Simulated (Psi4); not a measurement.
**WF6 (tungsten hexafluoride): BP86/def2-SVP (Coulomb fitting set, core potential, sweep point 1)**

Aim: the vertical ionisation energy of WF6 (tungsten hexafluoride) at BP86/def2-SVP (Coulomb fitting set, core potential, sweep point 1), from 2 runs. 

The calculation is run with Psi4 1.11.

4 further runs of the same task are left out: 4 that didn't finish. Runs told in other sessions of the task aren't counted.

## 1. The molecule

The species is WF6 (7 atoms), meant as a singlet with charge 0. SMILES: `[F][W]([F])([F])([F])([F])[F]`. Geometry: relaxed at PBE0-D4/def2-TZVP.

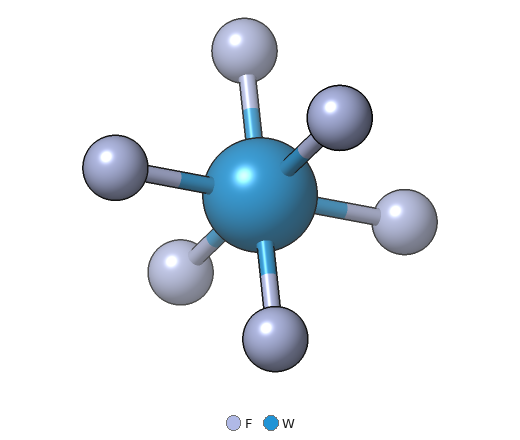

The structure, seen from a chosen angle (fluorine light blue, tungsten blue).

## 2. The energy at BP86/def2-SVP (Coulomb fitting set, core potential, sweep point 1)

The input, job.dat:

```
memory 1.6 GB

molecule mol {
  0 1
  F     -1.98905013    -0.23022533    -2.82772948
  W      0.00005669     0.00000000    -0.00001890
  F     -2.72147018    -0.80706423     1.98682025
  F      0.78663629    -3.36265426    -0.28200383
  F      2.72523074     0.80568473    -1.98236050
  F     -0.79427079     3.36091571     0.28049205
  F      1.99288627     0.23330559     2.82480041
  units au
  symmetry c1
}

set globals {
  basis                def2-SVP
  puream               true
  scf_type             df
  dft_radial_points    99
  dft_spherical_points 590
  df_basis_scf         def2-universal-jfit
}

result, w = energy('bp86', return_wfn=True)
```

The run is started by

```
$ psi4 -i job.dat -o job.out -n 1
```

job.out:

```text
[...]
    !!!  WARNING: ECP capability is in beta. Please check occupations closely.  !!!
[...]
  Running in c1 symmetry.
[...]
  Nuclear repulsion =  451.617854212343047
[...]
  Multiplicity = 1
[...]
  Nalpha       = 34
  Nbeta        = 34
[...]
    Number of basis functions: 116
[...]
   @DF-RKS iter   1:  -665.42633300876776   -2.33781e-01   1.12194e-02 ADIIS/DIIS
[...]
   @DF-RKS iter  11:  -666.09377444317818   -1.24793e-08   2.08562e-07 DIIS
[...]
    Orbital Energies [Eh]
    ---------------------
    Doubly Occupied:
       1A    -24.342926     2A    -24.342742     3A    -24.342740
       4A    -24.342559     5A    -24.342559     6A    -24.342557
       7A     -3.056518     8A     -1.745887     9A     -1.745887
      10A     -1.745886    11A     -1.123325    12A     -1.116810
      13A     -1.116808    14A     -1.079490    15A     -1.079490
      16A     -1.079489    17A     -0.528158    18A     -0.528157
      19A     -0.506753    20A     -0.506751    21A     -0.506750
      22A     -0.491229    23A     -0.432755    24A     -0.432754
      25A     -0.432753    26A     -0.416097    27A     -0.416096
      28A     -0.416096    29A     -0.414698    30A     -0.414696
      31A     -0.414695    32A     -0.391501    33A     -0.391499
      34A     -0.391498
[...]
  @DF-RKS Final Energy:  -666.09377444317818
   => Energetics <=
    Nuclear Repulsion Energy =            451.6178542123430475
    One-Electron Energy =               -1847.2038810518597529
    Two-Electron Energy =                 799.9289743516774251
    DFT Exchange-Correlation Energy =     -70.4367219553388253
    Empirical Dispersion Energy =           0.0000000000000000
    VV10 Nonlocal Energy =                  0.0000000000000000
    Total Energy =                       -666.0937744431781766
[...]
 Multipole Moments:
 ------------------------------------------------------------------------------------
     Multipole            Electronic (a.u.)      Nuclear  (a.u.)        Total (a.u.)
 ------------------------------------------------------------------------------------
 L = 1.  Multiply by 2.5417464519 to convert [e a0] to [Debye]
 Dipole X            :          0.0019062           -0.0017627            0.0001435
 Dipole Y            :          0.0002310           -0.0001763            0.0000547
 Dipole Z            :         -0.0006637            0.0006170           -0.0000466
 Magnitude           :                                                    0.0001605
[...]
```

Run time: 13 s. Hardware: 1 thread of Intel Xeon at 2.60GHz (Ice Lake), shared host; peak memory 1.2 GiB.

## 3. The doublet cation, same level

The input, f6w.in:

```
memory 1.6 GB

molecule system {
  1 2
  F     -1.98905013    -0.23022533    -2.82772948
  W      0.00005669     0.00000000    -0.00001890
  F     -2.72147018    -0.80706423     1.98682025
  F      0.78663629    -3.36265426    -0.28200383
  F      2.72523074     0.80568473    -1.98236050
  F     -0.79427079     3.36091571     0.28049205
  F      1.99288627     0.23330559     2.82480041
  units bohr
  symmetry c1
}

set {
  basis                def2-SVP
  reference            uks
  puream               true
  scf_type             df
  dft_radial_points    99
  dft_spherical_points 590
  df_basis_scf         def2-universal-jfit
  maxiter              100
}

e, wfn = energy('bp86', return_wfn=True)
```

The run is started by

```
$ psi4 -i f6w.in -o f6w.out -n 1
```

f6w.out:

```text
[...]
    !!!  WARNING: ECP capability is in beta. Please check occupations closely.  !!!
[...]
  Running in c1 symmetry.
[...]
  Nuclear repulsion =  451.617854212343047
[...]
  Multiplicity = 2
[...]
  Nalpha       = 34
  Nbeta        = 33
[...]
    Number of basis functions: 116
[...]
   @DF-UKS iter   1:  -664.98977044518369    2.02781e-01   9.94504e-03 ADIIS/DIIS
[...]
   @DF-UKS iter  36:  -665.57848673084106   -7.76174e-09   4.29471e-07 DIIS
[...]
   @S^2 Observed:                7.539011150E-01
[...]
    Orbital Energies [Eh]
    ---------------------
    Alpha Occupied:
       1A    -24.615178     2A    -24.614990     3A    -24.614988
       4A    -24.614805     5A    -24.614804     6A    -24.614804
       7A     -3.309667     8A     -1.999816     9A     -1.999815
      10A     -1.999423    11A     -1.386807    12A     -1.381156
      13A     -1.381154    14A     -1.342980    15A     -1.342979
      16A     -1.342959    17A     -0.780989    18A     -0.780988
      19A     -0.767147    20A     -0.767145    21A     -0.758704
      22A     -0.742937    23A     -0.696932    24A     -0.696931
      25A     -0.686023    26A     -0.685287    27A     -0.674289
      28A     -0.674288    29A     -0.670153    30A     -0.669909
      31A     -0.669908    32A     -0.663343    33A     -0.650974
      34A     -0.650973
[...]
  @DF-UKS Final Energy:  -665.57848673084106
   => Energetics <=
    Nuclear Repulsion Energy =            451.6178542123430475
    One-Electron Energy =               -1829.6405158475247390
    Two-Electron Energy =                 782.3906283011128835
    DFT Exchange-Correlation Energy =     -69.9464533967721707
    Empirical Dispersion Energy =           0.0000000000000000
    VV10 Nonlocal Energy =                  0.0000000000000000
    Total Energy =                       -665.5784867308410639
  UHF NO Occupations:
  HONO-2 :   32  A 1.9991932
  HONO-1 :   33  A 1.9991931
[...]
 Multipole Moments:
 ------------------------------------------------------------------------------------
     Multipole            Electronic (a.u.)      Nuclear  (a.u.)        Total (a.u.)
 ------------------------------------------------------------------------------------
 L = 1.  Multiply by 2.5417464519 to convert [e a0] to [Debye]
 Dipole X            :          0.0015489           -0.0017627           -0.0002137
 Dipole Y            :          0.0003889           -0.0001763            0.0002127
 Dipole Z            :         -0.0006981            0.0006170           -0.0000810
 Magnitude           :                                                    0.0003122
[...]
```

Run time: 50 s. Hardware: 1 thread of Intel Xeon at 2.60GHz (Ice Lake), shared host; peak memory 1.2 GiB.

## 4. What came out

Level: BP86/def2-SVP (Coulomb fitting set, core potential, sweep point 1).

| quantity | value |
| --- | --- |
| singlet WF6: total energy | -666.09377 Eh |
| singlet WF6: dipole moment | 0.00 D |
| singlet WF6: HOMO energy | -10.65 eV |
| singlet WF6: LUMO energy | -5.18 eV |
| singlet WF6: HOMO–LUMO gap | 5.47 eV |
| doublet cation: total energy | -665.57849 Eh |
| doublet cation: HOMO energy (highest over α and β) | -17.45 eV |
| doublet cation: LUMO energy (lowest over α and β) | -17.40 eV |
| doublet cation: ⟨S²⟩ | 0.754 |
| vertical ionisation energy (to the doublet cation) | 14.022 eV |

In words: The vertical ionisation energy comes to 14.02 eV (1353 kJ/mol). The negative HOMO energy of the first species, 10.65 eV, lies 3.37 eV below that difference.
